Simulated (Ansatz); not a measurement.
# Run report: HfN₃H₆Br, geometry relaxation (part 2 of 2)

Continued. System: HfN₃H₆Br, SMILES [NH2][Hf]([NH2])([NH2])[Br]. Method: RKS PBE0-D4/def2-TZVP (Ansatz 0.2.0). The geometry: GFN2-xTB start.

Geometry of the input (Å):
```
N  -1.5818  1.0676  0.3225
Hf -0.0139  -0.0383  -0.3477
N  1.6617  1.0659  -0.0717
N  -0.2397  -1.9306  0.3248
Br 0.1229  -0.4498  -2.8298
H  -1.4194  2.0523  0.5417
H  -2.1294  0.7129  1.1079
H  2.4261  1.0463  -0.7475
H  2.0503  1.4591  0.7826
H  -0.3825  -2.7025  -0.3269
H  -0.4943  -2.2832  1.2441
```

## Trajectory as extended XYZ (Å, eV, eV/Å), 11 frames, from step=1 to step=11
```
11
Properties=species:S:1:pos:R:3:forces:R:3 step=1 energy=-75914.70246
N    -1.5818    1.0676    0.3225    0.1459   0.3475   1.0896
Hf   -0.0139   -0.0383   -0.3477   -0.1432  -0.0597  -1.1160
N     1.6617    1.0659   -0.0717    0.8694   0.1935   0.5332
N    -0.2397   -1.9306    0.3248   -0.3797  -0.6958   0.5912
Br    0.1229   -0.4498   -2.8298   -0.1349   0.0656  -0.2132
H    -1.4194    2.0523    0.5417   -0.1339  -0.1959  -0.3258
H    -2.1294    0.7129    1.1079   -0.1483  -0.0025  -0.4565
H     2.4261    1.0463   -0.7475   -0.3211  -0.0339   0.1283
H     2.0503    1.4591    0.7826   -0.1875  -0.0660  -0.1873
H    -0.3825   -2.7025   -0.3269    0.1798   0.3062   0.1133
H    -0.4943   -2.2832    1.2441    0.2535   0.1411  -0.1568
11
Properties=species:S:1:pos:R:3:forces:R:3 step=2 energy=-75914.89834
N    -1.5152    1.0809    0.3688   -0.2658  -0.1577   0.8750
Hf   -0.0200   -0.0523   -0.4663   -0.0428   0.1868   0.3963
N     1.6997    0.9831   -0.0197    0.0335  -0.0748  -0.0242
N    -0.2899   -1.9116    0.3448   -0.0647  -0.4019   0.4070
Br    0.0139   -0.3919   -2.9781   -0.0676   0.0489  -0.0422
H    -1.4394    2.0835    0.5481    0.0126  -0.3638  -0.2499
H    -2.2283    0.7212    1.0308    0.6534   0.2303  -0.8565
H     2.4510    1.0533   -0.7049   -0.2286  -0.0696   0.1354
H     2.0322    1.4276    0.8309   -0.2179  -0.1846  -0.1545
H    -0.3287   -2.7341   -0.2617    0.0156   0.3704   0.1475
H    -0.3752   -2.2597    1.3074    0.1722   0.4161  -0.6338
11
Properties=species:S:1:pos:R:3:forces:R:3 step=3 energy=-75914.95392
N    -1.4798    1.0833    0.3995   -1.0235  -0.1239   0.7754
Hf   -0.0212   -0.0481   -0.4634   -0.0796   0.2040   0.1682
N     1.6956    0.9585   -0.0103    0.1736  -0.0556   0.0862
N    -0.2884   -1.8905    0.3590    0.1883  -0.5595   0.8521
Br   -0.0568   -0.3388   -2.9863   -0.0493   0.0252  -0.0128
H    -1.4654    2.0952    0.5295    0.0882  -0.3793  -0.1688
H    -2.3238    0.7275    0.9032    1.1408   0.3437  -0.7561
H     2.4555    1.0120   -0.6840   -0.1479  -0.0165   0.0769
H     2.0378    1.3445    0.8635   -0.1890  -0.1092  -0.1515
H    -0.3693   -2.7102   -0.2418   -0.0304   0.2205   0.1402
H    -0.1840   -2.2334    1.3312   -0.0711   0.4507  -1.0098
11
Properties=species:S:1:pos:R:3:forces:R:3 step=4 energy=-75915.02401
N    -1.4789    1.0959    0.3989    0.0313   0.0567  -0.0215
Hf   -0.0350   -0.0117   -0.4920    0.1146  -0.1774   0.1755
N     1.7062    0.8836    0.0507    0.1182   0.1547  -0.0615
N    -0.2058   -1.8503    0.3448   -0.0864  -0.1175  -0.0417
Br   -0.2524   -0.3772   -2.9997    0.0245   0.0759  -0.0366
H    -1.4834    2.1069    0.4498   -0.0435  -0.0849  -0.0043
H    -2.3034    0.7294    0.8513   -0.0126   0.0335   0.0158
H     2.5042    0.9409   -0.5734   -0.0542  -0.0258   0.0843
H     1.9620    1.3116    0.9323   -0.1027  -0.0728  -0.1208
H    -0.4010   -2.6536   -0.2455   -0.0368   0.0908   0.1255
H    -0.0124   -2.1756    1.2827    0.0476   0.0670  -0.1147
11
Properties=species:S:1:pos:R:3:forces:R:3 step=5 energy=-75915.05104
N    -1.4686    1.0832    0.3955    0.0279   0.1016  -0.0426
Hf   -0.0214   -0.0333   -0.4760    0.0492   0.0093   0.3161
N     1.7084    0.8943    0.0502    0.1295   0.0405  -0.0017
N    -0.2179   -1.8744    0.3527   -0.0146  -0.1713  -0.0527
Br   -0.2411   -0.2951   -2.9733    0.0011   0.0100  -0.2824
H    -1.5075    2.0954    0.3603   -0.0405  -0.1328   0.0099
H    -2.2780    0.7282    0.8814   -0.0220   0.0301   0.0378
H     2.5311    0.9010   -0.5433   -0.0602  -0.0111   0.0929
H     1.9283    1.3800    0.9111   -0.0793  -0.0525  -0.1248
H    -0.5216   -2.6632   -0.2137    0.0068   0.1450   0.1916
H     0.0883   -2.2160    1.2550    0.0021   0.0312  -0.1441
11
Properties=species:S:1:pos:R:3:forces:R:3 step=6 energy=-75915.06253
N    -1.4683    1.0697    0.3894    0.0522   0.2040  -0.0970
Hf   -0.0132   -0.0436   -0.4732    0.0098   0.0716   0.0888
N     1.7135    0.8857    0.0599    0.1940   0.0841   0.1746
N    -0.2031   -1.8858    0.3562   -0.1930  -0.7766  -0.0969
Br   -0.2201   -0.2225   -2.9984    0.0026   0.0048  -0.0668
H    -1.5478    2.0780    0.2795   -0.0504  -0.2864   0.0433
H    -2.2456    0.7190    0.9281   -0.0123   0.0636   0.0418
H     2.5748    0.8298   -0.4789   -0.1852   0.0289   0.1968
H     1.8683    1.4649    0.8836   -0.0520  -0.2070  -0.3633
H    -0.7080   -2.6433   -0.1457    0.5655   0.7241   0.7029
H     0.2495   -2.2520    1.1995   -0.3310   0.0889  -0.6240
11
Properties=species:S:1:pos:R:3:forces:R:3 step=7 energy=-75915.12747
N    -1.4933    1.0765    0.3751   -0.0209   0.0462   0.0129
Hf   -0.0245   -0.0240   -0.4819   -0.0546   0.0230  -0.0386
N     1.7216    0.8289    0.0937    0.0331   0.0323   0.0652
N    -0.1827   -1.8722    0.3273    0.0440  -0.1335   0.0599
Br   -0.2058   -0.1580   -3.0178   -0.0070   0.0203  -0.0205
H    -1.6809    2.0496    0.1662   -0.0059  -0.0658  -0.0023
H    -2.1797    0.7449    1.0385    0.0410   0.0201  -0.0296
H     2.6198    0.6837   -0.3502   -0.0403  -0.0129   0.0415
H     1.8217    1.5294    0.8166    0.0018  -0.0479  -0.0644
H    -0.7915   -2.6007   -0.0308    0.0704   0.1047   0.0766
H     0.3952   -2.2581    1.0633   -0.0616   0.0134  -0.1006
11
Properties=species:S:1:pos:R:3:forces:R:3 step=8 energy=-75915.13297
N    -1.4997    1.0754    0.3630    0.0186  -0.0015  -0.0764
Hf   -0.0330   -0.0167   -0.5049    0.0436   0.0008   0.2475
N     1.7072    0.8099    0.1246   -0.0240  -0.0489  -0.0860
N    -0.1502   -1.8628    0.3218   -0.0056  -0.0075  -0.0705
Br   -0.2104   -0.0919   -3.0438   -0.0129   0.0090  -0.0634
H    -1.7601    2.0125    0.0865   -0.0348   0.0006  -0.0021
H    -2.1237    0.7588    1.0905   -0.0006   0.0155   0.0116
H     2.6265    0.5459   -0.2056   -0.0162   0.0356   0.0057
H     1.7921    1.6033    0.7435    0.0188  -0.0358   0.0156
H    -0.8778   -2.5312    0.0982    0.0673   0.0093   0.0182
H     0.5292   -2.3032    0.9263   -0.0543   0.0227  -0.0002
11
Properties=species:S:1:pos:R:3:forces:R:3 step=9 energy=-75915.13960
N    -1.5135    1.0871    0.3554    0.0014  -0.0089   0.0135
Hf   -0.0388   -0.0115   -0.4927    0.0096   0.0002  -0.0099
N     1.7152    0.7925    0.1202    0.0077   0.0132   0.0074
N    -0.1442   -1.8636    0.3185   -0.0056  -0.0032   0.0051
Br   -0.2251   -0.0689   -3.0352   -0.0007  -0.0006   0.0071
H    -1.7940    2.0117    0.0564    0.0016  -0.0050  -0.0075
H    -2.1289    0.7824    1.0958    0.0031   0.0037  -0.0039
H     2.6250    0.5598   -0.2558   -0.0121  -0.0079  -0.0046
H     1.8217    1.5397    0.7909   -0.0035   0.0000   0.0005
H    -0.8275   -2.5668    0.0703   -0.0020   0.0049  -0.0033
H     0.5102   -2.2623    0.9761    0.0007   0.0035  -0.0042
11
Properties=species:S:1:pos:R:3:forces:R:3 step=10 energy=-75915.13974
N    -1.5119    1.0849    0.3572    0.0050  -0.0028  -0.0037
Hf   -0.0362   -0.0111   -0.4919   -0.0037   0.0003   0.0112
N     1.7165    0.7956    0.1221   -0.0062  -0.0026  -0.0009
N    -0.1460   -1.8631    0.3189    0.0038   0.0040  -0.0018
Br   -0.2233   -0.0673   -3.0334   -0.0015   0.0007  -0.0042
H    -1.8018    2.0024    0.0457    0.0001   0.0008  -0.0012
H    -2.1222    0.7846    1.1032   -0.0013  -0.0005  -0.0001
H     2.6247    0.5582   -0.2544    0.0004   0.0005   0.0004
H     1.8245    1.5447    0.7903    0.0029  -0.0009  -0.0001
H    -0.8347   -2.5614    0.0716    0.0006   0.0018  -0.0008
H     0.5104   -2.2675    0.9707   -0.0002  -0.0012   0.0013
11
Properties=species:S:1:pos:R:3:forces:R:3 step=11 energy=-75915.13976
N    -1.5127    1.0851    0.3571    0.0011  -0.0013  -0.0003
Hf   -0.0367   -0.0108   -0.4910    0.0013   0.0003   0.0019
N     1.7163    0.7952    0.1224   -0.0020  -0.0005  -0.0001
N    -0.1443   -1.8630    0.3191    0.0000   0.0013  -0.0002
Br   -0.2253   -0.0661   -3.0328   -0.0005   0.0000  -0.0006
H    -1.8012    2.0029    0.0448   -0.0005   0.0001  -0.0002
H    -2.1251    0.7853    1.1016   -0.0002   0.0006  -0.0002
H     2.6237    0.5565   -0.2551    0.0003  -0.0001  -0.0001
H     1.8265    1.5436    0.7911    0.0007   0.0003   0.0000
H    -0.8325   -2.5614    0.0708    0.0000  -0.0003   0.0000
H     0.5113   -2.2672    0.9720   -0.0002  -0.0004  -0.0003
```

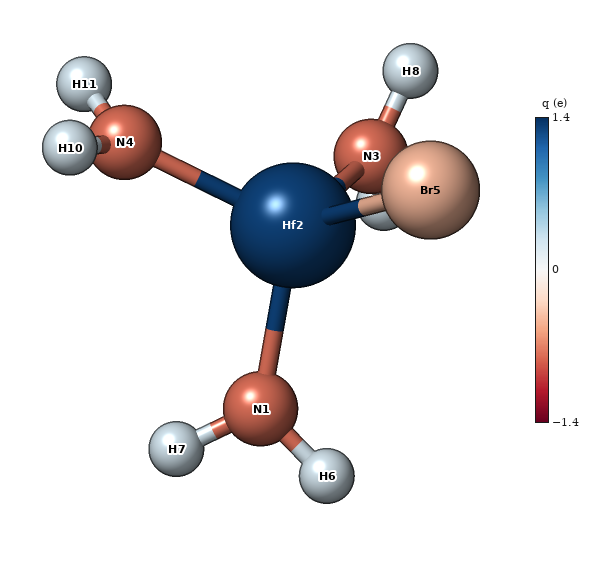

Figure 1. Mulliken charges, as the colour of each atom (ball-and-stick view, seen at a tilt; atoms are numbered from 1 in the order of the input). By element: N −0.77, Hf +1.29, Br −0.45 and H +0.24 to +0.25 e.

## Results in brief

- outcome: converged
- total energy: −75915.1398 eV
- mean-field energy: −75914.9341 eV
- dispersion energy: −0.2057 eV
- SCF solution under orbital rotations: stable
- largest force (length of the vector) at the end: 0.002 eV/Å
- dipole moment: 3.11 D
- hardware: 4 threads of Intel Xeon @ 2.90GHz, 31 GiB of memory available, shared host
- wall time: 43 s (CPU time 2.6 min)
- peak memory: 0.71 GiB
